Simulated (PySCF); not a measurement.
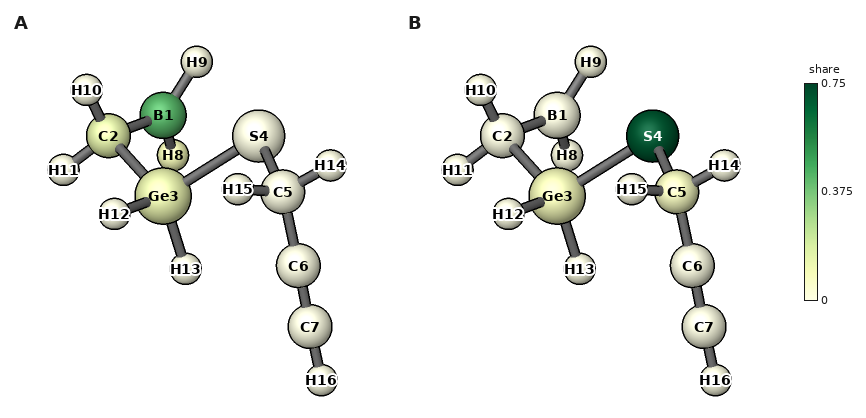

Each panel colours the atoms by their Löwdin share in one orbital (up to four of the largest shares; other atoms are shown as zero). The computed structure is the end point of a GFN2-xTB optimisation. No frequency run is at hand to confirm it as a minimum. Computed with CAM-B3LYP/def2-SVPD (PySCF 2.14.0).

**The panels show the HOMO, LUMO, in some order. Which is which?**

A: LUMO, −0.37 eV; B1 0.43, C2 0.14, Ge3 0.12, H8 0.09
B: HOMO, −8.32 eV; S4 0.70, Ge3 0.09, C5 0.07

The geometry is semi-empirical. Around B, Ge such bond lengths and angles can be off by a tenth of an ångström or more and by several degrees, and values that hang on the shape move with them.
